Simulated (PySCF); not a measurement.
# HBr (hydrogen bromide): levels of theory compared

We compute a comparison of 6 runs (B3LYP/SBKJC, MP2/SBKJC, UMP2/SBKJC, NEVPT2(8,5)/SBKJC, CISD/SBKJC, FCI/SBKJC) of HBr (hydrogen bromide). Input form: a Python script.

The calculation is run with PySCF 2.14.0.

12 further runs of the same task are left out: 3 that didn't finish, 9 set aside as unsound or not needed.

## (1) The structure to begin with

The species is HBr (2 atoms), meant as a singlet with charge 0. SMILES: `Br`. The Br1–H2 distance was set to 1.705 Å, away from the relaxed value.

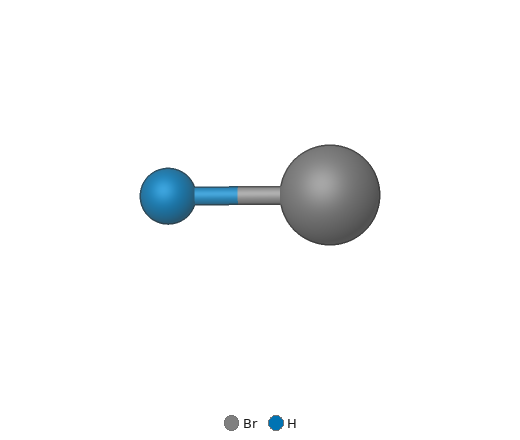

Viewed from a chosen angle; bromine grey, hydrogen blue.

## (2) The energy at B3LYP/SBKJC (core potential) (run 1)

Contents of run.py:

```python
from pyscf import gto, dft

system = gto.M(
    atom='Br -0.844535 0.305154 -0.427084; H 0.603220 -0.217960 0.305050',
    ecp={'Br': 'sbkjc'},
    spin=0,
    charge=0,
    verbose=3,
    basis='sbkjc',
    max_memory=1860,
)

mf = dft.RKS(system)
mf.xc = 'b3lyp'
mf.grids.level = 5
mf.conv_tol = 1e-10
mf.kernel()
if not mf.converged:
    mf = mf.newton().run(mf.mo_coeff, mf.mo_occ)

etot = mf.e_tot
print('E(%s) = %.9f' % ('B3LYP', etot))
```

The run is started by

```bash
$ OMP_NUM_THREADS=1 python run.py
```

Standard output:

```text
converged SCF energy = -13.9520673106515
E(B3LYP) = -13.952067311
```

Run time: 1.1 s. Hardware: 1 thread of Arm Neoverse V1, shared host; peak memory 0.14 GiB.

## (3) A single-point energy at MP2/SBKJC (core potential) (run 2)

Contents of job.py:

```python
from pyscf import gto, scf, mp

system = gto.M(
    atom=[
    ('Br', (-0.844535, 0.305154, -0.427084)),
    ('H', (0.603220, -0.217960, 0.305050)),
],
    spin=0,
    basis='sbkjc',
    max_memory=1860,
    verbose=3,
    charge=0,
    ecp={'Br': 'sbkjc'},
)

mf = scf.RHF(system)
mf.conv_tol = 1e-10
mf.kernel()
if not mf.converged:
    mf = mf.newton().run(mf.mo_coeff, mf.mo_occ)

pt = mp.MP2(mf).run()
e_final = pt.e_tot
print('E = %.10f Eh' % e_final)
```

The run is started by

```bash
$ OMP_NUM_THREADS=1 python job.py
```

Standard output:

```text
converged SCF energy = -13.682807068404
E(RMP2) = -13.7205793392476  E_corr = -0.0377722708436048
E(SCS-RMP2) = -13.7239675085021  E_corr = -0.0411604400980549
E = -13.7205793392 Eh
```

Wall time 0.76 s (1 thread of Arm Neoverse V1, shared host); peak memory 0.12 GiB.

Runs 3 to 5 aren't shown in full; the table further down has their settings and results.

## (4) The energy at FCI/SBKJC (core potential) (run 6)

Contents of calc.py:

```python
from pyscf import gto, scf, mcscf
from pyscf import fci

molecule = gto.M(
    atom='''
Br    -0.844535     0.305154    -0.427084
H      0.603220    -0.217960     0.305050
''',
    verbose=3,
    ecp={'Br': 'sbkjc'},
    max_memory=1860,
    basis='sbkjc',
)

mf = scf.RHF(molecule)
mf.conv_tol = 1e-10
mf.kernel()
if not mf.converged:
    mf = mf.newton().run(mf.mo_coeff, mf.mo_occ)

cas = mcscf.CASCI(mf, mf.mo_coeff.shape[-1] - 0, (molecule.nelec[0] - 0, molecule.nelec[1] - 0))  # full CI above the frozen core
cas.fcisolver = fci.direct_spin0.FCI(molecule)  # even spin states alone
cas.kernel()
print('<S^2> = %.4f' % cas.fcisolver.spin_square(cas.ci, cas.ncas, cas.nelecas)[0])
e_tot = cas.e_tot
print('E = %.10f Eh' % e_tot)
```

The run is started by

```bash
$ OMP_NUM_THREADS=1 python calc.py
```

Standard output:

```text
converged SCF energy = -13.682807068404
CASCI E = -13.7339043710450  E(CI) = -15.9069885604989  S^2 = 0.0000000
<S^2> = 0.0000
E = -13.7339043710 Eh
```

Run time: 1.1 s. Hardware: 1 thread of Arm Neoverse V1, shared host; peak memory 0.12 GiB.

## (5) The series

```
run                               level  integration grid  frozen core orbitals  energy (Eh)  dipole moment (D) of the reference  HOMO energy (eV)  LUMO energy (eV)  wall time
  1        B3LYP/SBKJC (core potential)                 5                     –   -13.952067                                1.36             -8.40             -2.25      1.1 s
  2          MP2/SBKJC (core potential)                 –                     0   -13.720579                                1.47            -11.76              1.69     0.76 s
  3         UMP2/SBKJC (core potential)                 –                     0   -13.720579                                1.47            -11.76              1.69     0.85 s
  4  NEVPT2(8,5)/SBKJC (core potential)                 –                     –   -13.728356                                1.47            -11.76              1.69     0.93 s
  5         CISD/SBKJC (core potential)                 –                     0   -13.732549                                1.47            -11.76              1.69     0.66 s
  6          FCI/SBKJC (core potential)                 –                     0   -13.733904                                1.47            -11.76              1.69      1.1 s
```

## (6) Results

| quantity | value |
| --- | --- |
| run 6: total energy | -13.73390 Eh |
| run 6: dipole moment (Hartree–Fock density) | 1.47 D |
| run 6: HOMO energy (Hartree–Fock orbitals) | -11.76 eV |
| run 6: LUMO energy (Hartree–Fock orbitals) | 1.69 eV |
| run 6: HOMO–LUMO gap (Hartree–Fock orbitals) | 13.45 eV |
| run 6: correlation energy | -51.1 mEh |

What this shows: Against full CI in this basis: MP2 +13.3 mEh; UMP2 +13.3 mEh; NEVPT2(8,5) +5.5 mEh; CISD +1.4 mEh. All runs together took 5.4 s, the longest 1.1 s.
